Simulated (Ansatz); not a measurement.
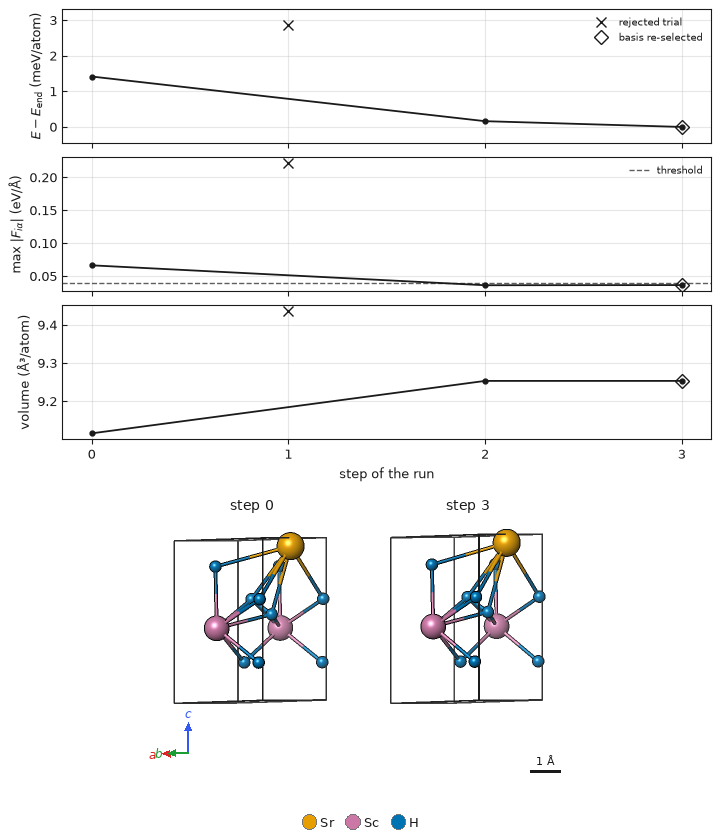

First and last geometry of a relaxation of crystalline SrScH$_{6}$ (a generated structure, set up in Pm) (coarse preliminary run), with the history of the run. The picture is a ball-and-stick view of the cell of the calculation, seen from a free direction.

The calculation used DFT PBE, scalar-relativistic, plane waves, PAW (Ansatz 0.2.0).

Input file:
```yaml
crystal:
  lattice:
    - [3.6748693735, 0.0, 0.0]
    - [0.0, 3.6373606323, 0.0]
    - [-0.1625155028, 0.0, 5.4559504941]
  atoms:
    - { symbol: Sr, position: [0.0452216865, 0.5, 0.949335711] }
    - { symbol: Sc, position: [0.5210291184, 0.0, 0.4530828568] }
    - { symbol: H, position: [0.0356168687, 0.0, 0.623626119] }
    - { symbol: H, position: [0.5355115555, 0.0, 0.8334530711] }
    - { symbol: H, position: [0.4870707761, 0.5, 0.6305227077] }
    - { symbol: H, position: [0.0464895771, 0.0, 0.2337316735] }
    - { symbol: H, position: [0.5698214501, 0.5, 0.2429217148] }
    - { symbol: H, position: [0.2592389676, 0.5, 0.533326146] }
basis:
  ecutwfc: 420
kpoints:
  mp_grid: { grid: [6, 6, 4] }
hamiltonian:
  xc: pbe
scf:
  occupations: { method: gaussian, width: 0.1 }
  lower_state_search: "off"
output:
  forces: true
  stress: true
  eigenvalues: true
relax:
  adjacent_minimum: "off"
  f_tol: 0.04
  max_steps: 70
  cell: { stress_tol: 0.4 }
```

Run as
```bash
ansatz run input.yaml --threads 1 --pin off --max-ram 2048MiB --backend cpu --events-out ev --progress --plain --runs-dir out
```

Question: Read the history and describe the run.

Answer: It converged. The largest move relative to the cell is that of H4, 0.029 Å along −c. Largest moves by element: H 0.029 Å, Sc 0.011 Å, Sr 0.003 Å. The drawn cell changes as follows: a 3.675 → 3.664 Å (−0.3 %), b 3.637 → 3.625 Å (−0.3 %), c 5.458 → 5.575 Å (+2.1 %); the volume changes by +1.5 %. Among the contacts that change: Sr1–H8 2.425 → 2.458 Å, Sr1–H5 2.415 → 2.444 Å, Sr1–H7 2.406 → 2.431 Å, Sr1–H3 2.543 → 2.567 Å. The space group stays Pm (No. 6). The energy falls by 1.4 meV per atom in 1 accepted move (3 points after the start). The largest force component goes from 0.067 to 0.037 eV/Å. Pressure: 0.79 GPa at the start and −0.08 GPa at the end. The line search rejected the trial step at point 1 of the run. The SCF was repeated once at an unchanged geometry on a basis and grid sized afresh for the cell, which shifted the energy by 0.2 meV per atom at most.
